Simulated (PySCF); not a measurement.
```yaml
atoms:
  - { symbol: C, position_ang: [2.5361, -0.0508, 0.2381] }
  - { symbol: Si, position_ang: [0.9016, -0.9507, 0.5521] }
  - { symbol: N, position_ang: [-0.3716, 0.1938, 0.2468] }
  - { symbol: Si, position_ang: [-2.0717, -0.0477, 0.3939] }
  - { symbol: C, position_ang: [-2.7962, 1.6159, -0.0549] }
  - { symbol: N, position_ang: [-3.2395, 2.6341, -0.3348] }
  - { symbol: H, position_ang: [2.6131, 0.2942, -0.7892] }
  - { symbol: H, position_ang: [3.3764, -0.7117, 0.4241] }
  - { symbol: H, position_ang: [2.6487, 0.8132, 0.8872] }
  - { symbol: H, position_ang: [0.7860, -1.3991, 1.9441] }
  - { symbol: H, position_ang: [0.7362, -2.0978, -0.3492] }
  - { symbol: H, position_ang: [-0.0773, 1.0900, -0.1071] }
  - { symbol: H, position_ang: [-2.5895, -1.0263, -0.5659] }
  - { symbol: H, position_ang: [-2.4530, -0.3574, 1.7724] }
```

Geometry: GFN2-xTB.

Computed with PBE0/def2-SVPD, SCF density, gas phase in PySCF 2.14.0.

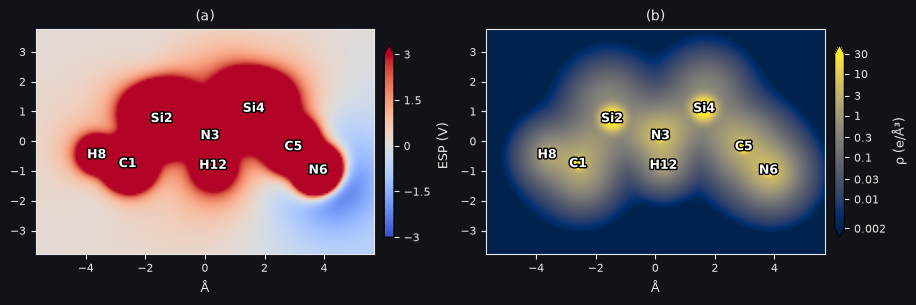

C₂H₈N₂Si₂ (SMILES C[SiH2]N[SiH2]C#N). (a) molecular electrostatic potential; (b) total electron density on the plane of atoms N3, Si4 and C5.

> Describe what can be read from this map.

- The plane passes through C, Si, N and H nuclei.
- C–N (1.15 Å): ρ is about 3.6 e/Å³ halfway.
- Si–N (1.72 Å): the density is about 1.1 e/Å³ at the midpoint.
- C–Si (1.87 Å): ρ at the midpoint is about 0.9 e/Å³.
- N–H (1.01 Å): the density is about 2.8 e/Å³ at the midpoint.
- C–H (1.09 Å): the density is about 1.9 e/Å³ at the midpoint.
- Outside the dense part of the molecule the potential is most negative (−2.1 V) near N6.
